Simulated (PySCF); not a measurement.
Vertical excitations of a molecule C9H13N from TDA-ωB97X/def2-SVP (PySCF), as energy in eV (oscillator strength): 5.32 (0.007), 5.54 (0.001), 5.81 (0.019), 6.75 (0.002), 7.95 (0.726), 7.95 (0.002). Lowest triplet (TDA): 4.32 eV. Geometry optimised at PBE0-D3(BJ)/def2-SVP. Other conformers were not sampled.

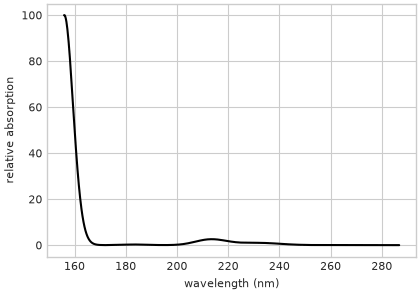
The lines broadened by 0.4 eV.

Question: Identify the compound among the candidates.
A. Cc1cncc(C(C)C)c1
B. Cc1ccc(N(C)C)cc1
C. Cc1ccc(C(C)C)cn1
D. CC(C)(C)c1ccncc1

Answer: D, CC(C)(C)c1ccncc1
